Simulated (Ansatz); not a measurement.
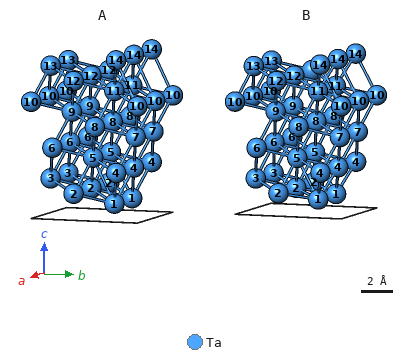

Two geometries of a slab of composition Ta (cut from the Im-3m phase), drawn at one scale. One is the start of a relaxation, the other its converged end. The picture is a ball-and-stick view of the 2 × 1 repeat of the cell, outlined in the plane, without the vacuum, seen slightly off an axis.

Level of theory: DFT PBEsol, scalar-relativistic, plane waves, PAW in Ansatz 0.2.0. Settings: plane-wave cutoff 420 eV; k-point mesh 11 × 5 × 1; occupations gaussian; smearing width 0.1 eV; no spin polarisation; dipole correction; atoms relaxed in a fixed cell; force threshold 0.02 eV/Å; at most 60 steps.

### Which geometry has the lower energy?

Structure B is the relaxed one. The slab is the (2 1 0) face of Ta. After 5 geometry steps the energy has fallen by 0.649 eV per cell of the calculation. Largest force component: 2 eV/Å at the start, 0.012 eV/Å at the end. The largest moves relative to the layer's centre, 0.27 Å, are those of Ta1 and Ta14. Ta1 goes along the normal (+c). The lattice vectors keep their values. Near-neighbour distances that change, for instance: Ta10–Ta14 3.280 → 3.022 Å, Ta11–Ta14 2.841 → 2.663 Å, Ta13–Ta14 2.841 → 2.737 Å, Ta10–Ta12 3.280 → 3.209 Å. Bond angles that change, for instance: Ta2–Ta1–Ta4 109.5° → 117.5°, Ta4–Ta1–Ta4 70.5° → 76.0°, Ta1–Ta2–Ta5 70.5° → 66.2°. Cost: 93 s on 8 threads of AMD EPYC 7B13 (Zen 3), with other jobs on the host, peak memory 3 GiB.
